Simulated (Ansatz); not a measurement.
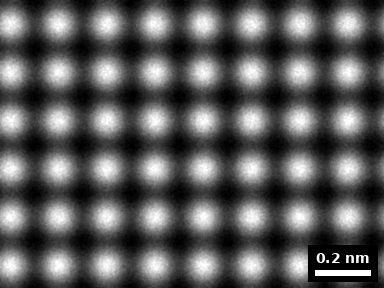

Z-contrast image of Cu (Fm-3m, No. 225) along [001]. Simulation: incoherent imaging, intensity Z^1.8 per atom, probe width 1.07 Å, thin sample. Shot noise was added. Model: the input geometry of a calculation.

What can be read from this image?

Answer. The columns repeat on a square net with a repeat of 1.76 Å (plane group p4mm). All columns are alike (Cu). The shortest distance between visible columns is 1.76 Å in projection. Along the beam the structure repeats every 3.52 Å.
